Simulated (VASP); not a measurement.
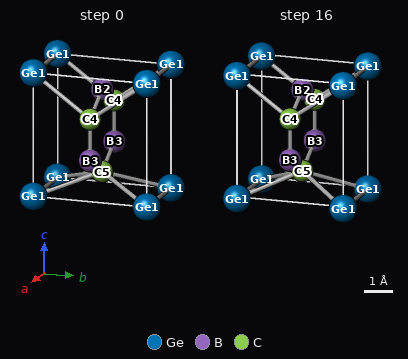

The structure of crystalline GeB2C2 (a generated structure, set up in Pmm2) before (left) and after (right) a relaxation, at one scale.

Style: ball-and-stick. Shown: the cell of the calculation, slightly off an axis.

The run lets cell and atoms move.

Method: VASP, Kohn-Sham DFT of a periodic cell, PBE, VASP PAW PBE potentials, recommended.

The input:
```
PREC = Normal
ENCUT = 520
EDIFF = 1E-4
ISMEAR = 0
SIGMA = 0.15
LREAL = F
LASPH = T
NELM = 60
ALGO = Fast
ISIF = 3
LWAVE = F
LCHARG = F
GGA = PE
IBRION = 2
NSW = 24
EDIFFG = -0.08
KPAR = 2
```

Command:
```bash
cat potpaw_PBE.64/Ge_d/POTCAR potpaw_PBE.64/B/POTCAR potpaw_PBE.64/C/POTCAR > POTCAR
mpirun -np 2 vasp_std > vasp.out
```

Q: Describe what moved and what it gained.

A: Over 16 geometry steps the energy falls by 0.126 eV per cell of the calculation. The largest force component goes from 0.79 to 0.057 eV/Å. The pressure goes from 0.07 to 0.28 GPa. Ge1 moves most relative to the cell: 0.070 Å along −c. By element the largest moves are Ge 0.070 Å, B 0.028 Å, C 0.028 Å. Cell: a 2.720 → 2.770 Å (+1.8 %), b 4.400 → 4.122 Å (−6.3 %), c 4.710 → 4.689 Å (−0.5 %). Volume −5.0 %. Near-neighbour distances that change, for instance: Ge1–C4 2.702 → 2.528 Å, Ge1–C5 2.703 → 2.632 Å, Ge1–Ge1 2.720 → 2.770 Å, B2–C5 1.573 → 1.594 Å. Among the angles between lasting bonds that change: C4–B2–C4 120.2° → 123.6°, B2–C4–B2 120.2° → 123.6°. The space group stays Pmm2 (No. 25). It ran on 2 threads of Intel(R) Xeon(R) Platinum 8559C (Emerald Rapids), on a shared host.
